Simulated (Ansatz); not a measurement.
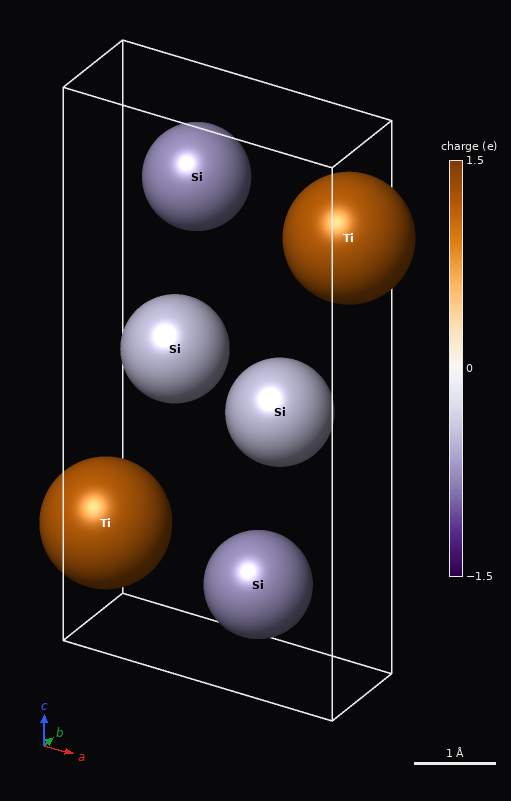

A spheres-only rendering, viewed slightly off an axis. The edges of the cell (the run's own, in a reduced setting) are marked. The atoms of this TiSi$_{2}$ cell are coloured by their Bader charge.

Run with DFT PBE, scalar-relativistic, plane waves, PAW (Ansatz 0.2.0) and these settings: a 420 eV plane-wave basis, k-points about 0.18 Å⁻¹ apart, Gaussian smearing of 0.1 eV, no spin polarisation.

**What charges do the elements carry?**

Most positive: Ti; most negative: Si. Charges: about Ti +1.2 e; Si -0.7 to -0.4 e.

The model was built from a structure listed in the Materials Project. Earlier steps of the study, as a rule a relaxation of our own, may have changed the cell and positions, so they can lie some per cent off the listed ones. A calculation with Ansatz used it as input.
